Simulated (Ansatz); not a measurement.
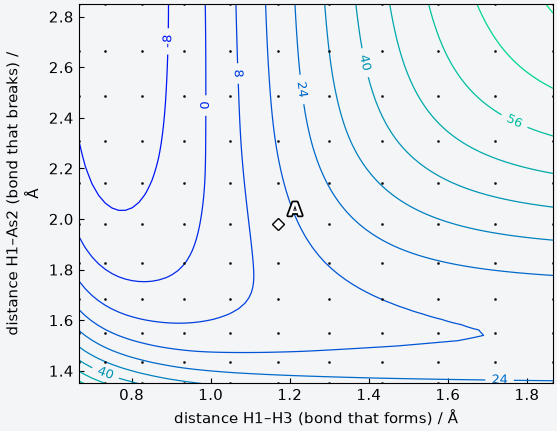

The reacting system AsH4 (fragments AsH₃ + H where the first distance is long, H₂ + AsH₂ where the second is long), spin multiplicity 2. First axis: distance H1–H3 (bond that forms). Second axis: distance H1–As2 (bond that breaks). Relaxed at each point: all other coordinates. Grid: 11 × 11 points. Points are written as (first, second). Energies are in kcal/mol, from a guessed transition structure relaxed with its forming and breaking bonds held. All numbers below come from UKS B3LYP-D4/def2-TZVP in Ansatz.

In the figure: contour lines labelled in kcal/mol, dots at the grid points, the point A. Between grid points the surface is interpolated.

Which way does the force act at A, and how strong is it?

A, at (1.171 Å, 1.981 Å), is not a stationary point. The computed force is 63 kcal/mol for each Å towards smaller values of the first coordinate and 12 kcal/mol for each Å towards smaller values of the second coordinate.
